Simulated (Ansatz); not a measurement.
# One shape, several levels: BPH6 (SMILES [BH3-][PH3+])

We compute a comparison of 6 runs (HF/STO-3G, B3LYP/6-31G*, PBE-QIDH/def2-SVPD, PBE/def2-SVPD, revPBE/def2-SVPD, MP2/def2-SVPD) of BPH6. 

Program for the calculation: Ansatz 0.2.0.

48 further runs of the same task are left out: 48 set aside as unsound or not needed.

### 1 The molecule

BPH6: 8 atoms, total charge 0, spin state singlet. SMILES: `[BH3-][PH3+]`. The B1–H5 distance was set to 1.572 Å, away from the relaxed value.

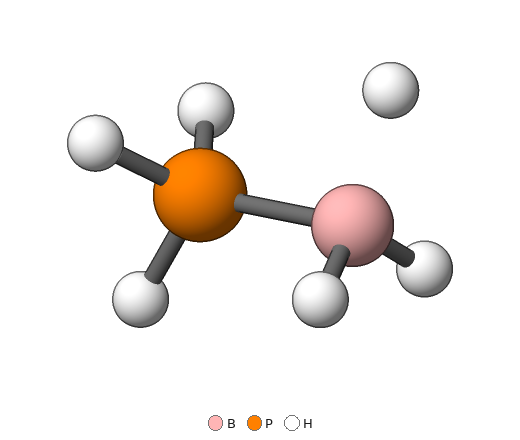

The structure, seen from a chosen angle (boron pink, phosphorus orange, hydrogen white).

### 2 The energy at HF/STO-3G (run 1)

Input file job.yaml:

```yaml
crystal:
  periodic: [false, false, false]
  atoms:
    - {symbol: B, position_ang: [-0.706277, -0.080894, -0.795232]}
    - {symbol: P, position_ang: [0.283723, -0.489694, 0.786468]}
    - {symbol: H, position_ang: [-1.843577, 0.035006, -0.401332]}
    - {symbol: H, position_ang: [-0.517977, -1.038294, -1.509232]}
    - {symbol: H, position_ang: [-0.055500, 1.254200, -1.309900]}
    - {symbol: H, position_ang: [0.268623, 0.447606, 1.837568]}
    - {symbol: H, position_ang: [1.672923, -0.688394, 0.665868]}
    - {symbol: H, position_ang: [-0.060977, -1.653294, 1.501368]}
basis:
  gaussian:
    orbitals: STO-3G
hamiltonian:
  xc: hf
accuracy: high
output: {orbitals: {seedname: orbitals}}
```

Command:

```
$ ansatz run job.yaml --threads 1 --pin off --max-ram 3480MiB --events-out events.jsonl --progress --plain --runs-dir runs
```

Output:

```text
Warning: RAYON_NUM_THREADS=1 ignored (pool sized by the plan → 1); use --threads N
Functional definition: HF
  name "HF"
  exchange = exact_x
  correlation = 0
359 factors; integrals over basis functions are off by at most 5.0e-9 eV
mean field evaluation 1: about -9922.4717 eV, gradient 1.4e1 eV
mean field evaluation 2: about -9922.5060 eV, gradient 1.4e1 eV
mean field evaluation 4: about -9923.5292 eV, gradient 6.5e-1 eV
mean field evaluation 8: about -9923.5309 eV, gradient 8.8e-7 eV
mean field -9923.53094527 eV, -364.6830358279 hartree, gradient 7.1e-8 eV, S^2 0.000000; 0 other end points of the search recorded, 0 dependent functions left out
reference -9923.53094527 eV, -364.6830358279 hartree; 13, 13 occupied and 7, 7 virtual orbitals, 359 factors
Total energy: -9923.53094527 eV, -364.6830358279 hartree
```

It took 0.2 s on 1 thread of Intel Xeon Platinum 8259CL at 2.50GHz (Skylake/Cascade Lake), shared host.

### 3 A single-point energy at B3LYP/6-31G(d) (spherical functions) (run 2)

Input file input.yaml:

```yaml
crystal:
  periodic: [false, false, false]
  atoms:
    - symbol: B
      position_ang: [-0.706277, -0.080894, -0.795232]
    - symbol: P
      position_ang: [0.283723, -0.489694, 0.786468]
    - symbol: H
      position_ang: [-1.843577, 0.035006, -0.401332]
    - symbol: H
      position_ang: [-0.517977, -1.038294, -1.509232]
    - symbol: H
      position_ang: [-0.055500, 1.254200, -1.309900]
    - symbol: H
      position_ang: [0.268623, 0.447606, 1.837568]
    - symbol: H
      position_ang: [1.672923, -0.688394, 0.665868]
    - symbol: H
      position_ang: [-0.060977, -1.653294, 1.501368]
basis:
  gaussian:
    orbitals: 6-31G_st_-spherical.json
hamiltonian:
  xc: {name: B3LYP}
accuracy: high
output:
  orbitals: {seedname: orbitals}
```

The basis set 6-31G* is read from a file made from the Basis Set Exchange's data (not shown).

Command:

```
$ ansatz run input.yaml --threads 1 --pin off --max-ram 3480MiB --events-out events.jsonl --progress --plain --runs-dir runs
```

Output:

```text
Warning: RAYON_NUM_THREADS=1 ignored (pool sized by the plan → 1); use --threads N
Functional definition: B3LYP
  name "B3LYP"
  parameter a0 = 0.2
  parameter ax = 0.72
  parameter ac = 0.81
  exchange = (1 - a0 - ax)*slater_x + ax*b88_x + a0*exact_x
  correlation = (1 - ac)*vwn_rpa_c + ac*lyp_c
1035 factors; integrals over basis functions are off by at most 4.1e-9 eV
mean field evaluation 1: about -10059.5432 eV, gradient 2.3e1 eV
mean field evaluation 2: about -10059.3369 eV, gradient 2.4e1 eV
mean field evaluation 4: about -10061.4943 eV, gradient 3.2e-1 eV
mean field evaluation 8: about -10061.4858 eV, gradient 3.3e-3 eV
mean field evaluation 16: about -10061.4858 eV, gradient 2.4e-8 eV
mean field -10061.48577933 eV, -369.7527824705 hartree, gradient 2.5e-8 eV, S^2 0.000000; 0 other end points of the search recorded, 0 dependent functions left out
reference -10061.48581614 eV, -369.7527838231 hartree; 13, 13 occupied and 31, 31 virtual orbitals, 1035 factors
Total energy: -10061.48581614 eV, -369.7527838231 hartree
```

It took 3.3 s on 1 thread of Intel Xeon Platinum 8259CL at 2.50GHz (Skylake/Cascade Lake), shared host; peak memory 0.14 GiB.

Runs 3 to 4 aren't shown in full; the table further down has their settings and results.

### 4 A single-point energy at revPBE/def2-SVPD (run 5)

Input file run.yaml:

```yaml
crystal:
  periodic: [false, false, false]
  atoms:
    - symbol: B
      position_ang: [-0.706277, -0.080894, -0.795232]
    - symbol: P
      position_ang: [0.283723, -0.489694, 0.786468]
    - symbol: H
      position_ang: [-1.843577, 0.035006, -0.401332]
    - symbol: H
      position_ang: [-0.517977, -1.038294, -1.509232]
    - symbol: H
      position_ang: [-0.055500, 1.254200, -1.309900]
    - symbol: H
      position_ang: [0.268623, 0.447606, 1.837568]
    - symbol: H
      position_ang: [1.672923, -0.688394, 0.665868]
    - symbol: H
      position_ang: [-0.060977, -1.653294, 1.501368]
basis:
  gaussian: {orbitals: def2-SVPD}
hamiltonian: {xc: {name: revPBE}}
accuracy: high
output: {orbitals: {seedname: orbitals}}
```

Command:

```
$ ansatz run run.yaml --threads 1 --pin off --max-ram 3480MiB --events-out events.jsonl --progress --plain --runs-dir runs
```

Output:

```text
Warning: RAYON_NUM_THREADS=1 ignored (pool sized by the plan → 1); use --threads N
Functional definition: revPBE
  name "revPBE"
  parameter kappa = 1.245
  parameter beta = 0.06672455060314922
  exchange = pbe_x(kappa = kappa, mu = beta*pi^2/3)
  correlation = pbe_c(beta = beta)
1872 factors; integrals over basis functions are off by at most 3.5e-9 eV
mean field evaluation 1: about -10052.3708 eV, gradient 3.2e1 eV
mean field evaluation 2: about -10047.5392 eV, gradient 4.5e1 eV
mean field evaluation 4: about -10056.1888 eV, gradient 1.3e0 eV
mean field evaluation 8: about -10056.1941 eV, gradient 2.0e-2 eV
mean field evaluation 16: about -10056.1941 eV, gradient 8.0e-7 eV
mean field -10056.19410370 eV, -369.5583169777 hartree, gradient 8.6e-9 eV, S^2 0.000000; 0 other end points of the search recorded, 0 dependent functions left out
reference -10056.19410939 eV, -369.5583171868 hartree; 13, 13 occupied and 79, 79 virtual orbitals, 1872 factors
Total energy: -10056.19410939 eV, -369.5583171868 hartree
```

It took 6.3 s on 1 thread of Intel Xeon Platinum 8259CL at 2.50GHz (Skylake/Cascade Lake), shared host; peak memory 0.24 GiB.

### 5 A single-point energy at MP2/def2-SVPD (run 6)

Input file molecule.yaml:

```yaml
crystal:
  periodic: [false, false, false]
  atoms:
    - {symbol: B, position_ang: [-0.706277, -0.080894, -0.795232]}
    - {symbol: P, position_ang: [0.283723, -0.489694, 0.786468]}
    - {symbol: H, position_ang: [-1.843577, 0.035006, -0.401332]}
    - {symbol: H, position_ang: [-0.517977, -1.038294, -1.509232]}
    - {symbol: H, position_ang: [-0.055500, 1.254200, -1.309900]}
    - {symbol: H, position_ang: [0.268623, 0.447606, 1.837568]}
    - {symbol: H, position_ang: [1.672923, -0.688394, 0.665868]}
    - {symbol: H, position_ang: [-0.060977, -1.653294, 1.501368]}
basis:
  gaussian:
    orbitals: def2-SVPD
correlation:
  method: mp2
  frozen_orbitals: {B: 1, H: 0, P: 5}
accuracy: high
```

Command:

```
$ ansatz run molecule.yaml --threads 1 --pin off --max-ram 3480MiB --events-out events.jsonl --progress --plain --runs-dir runs
```

Output:

```text
Warning: RAYON_NUM_THREADS=1 ignored (pool sized by the plan → 1); use --threads N
Functional definition: HF
  name "HF"
  exchange = exact_x
  correlation = 0
1872 factors; integrals over basis functions are off by at most 3.5e-9 eV
mean field evaluation 1: about -10031.8769 eV, gradient 1.9e1 eV
mean field evaluation 2: about -10031.8788 eV, gradient 1.9e1 eV
mean field evaluation 4: about -10033.5197 eV, gradient 1.9e0 eV
mean field evaluation 8: about -10033.5404 eV, gradient 1.0e-2 eV
mean field -10033.54035338 eV, -368.7258070090 hartree, gradient 2.3e-8 eV, S^2 0.000000; 0 other end points of the search recorded, 0 dependent functions left out
6 core orbitals not correlated: weight in the atoms' cores, before any rotation towards them, 1.000 or more for the frozen orbitals, at most 0.000 for the correlated occupied ones
reference -10033.54035338 eV, -368.7258070090 hartree; 7, 7 occupied and 79, 79 virtual orbitals, 1872 factors
second order -7.04279221 eV of doubles, -0.00000000 eV of singles
Total energy: -10040.58314559 eV, -368.9846248489 hartree
```

It took 4.2 s on 1 thread of Intel Xeon Platinum 8259CL at 2.50GHz (Skylake/Cascade Lake), shared host; peak memory 0.23 GiB.

### 6 All runs side by side

| run | level | frozen core orbitals | energy (Eh) | HOMO energy (eV) | LUMO energy (eV) | HOMO–LUMO gap (eV) | wall time |
| --- | --- | --- | --- | --- | --- | --- | --- |
| 1 | HF/STO-3G | – | -364.683036 | -8.03 | 10.71 | 18.74 | 0.2 s |
| 2 | B3LYP/6-31G* (spherical functions) | – | -369.752784 | -7.31 | 0.42 | 7.73 | 3.3 s |
| 3 | PBE-QIDH/def2-SVPD | 6 | -369.347500 | -9.55 | 1.34 | 10.89 | 9.3 s |
| 4 | PBE/def2-SVPD | – | -369.410603 | -6.59 | -0.71 | 5.88 | 5.7 s |
| 5 | revPBE/def2-SVPD | – | -369.558317 | -6.56 | -0.67 | 5.89 | 6.3 s |
| 6 | MP2/def2-SVPD | 6 | -368.984625 | – | – | – | 4.2 s |

### 7 Results

```
                                          quantity          value
                               run 6: total energy  -368.98462 Eh
run 6: correlation energy (6 core orbitals frozen)     -258.8 mEh
```

**Reading.** Over runs 1, 2, 3, 4, 5 the HOMO–LUMO gap runs from 5.88 eV (PBE/def2-SVPD) to 18.74 eV (HF/STO-3G). The two ends differ in method and basis. Totals of different functionals can't be ranked against each other. In run 1 the basis is minimal, so the values are rough. All runs together took 29 s, the longest 9.3 s.
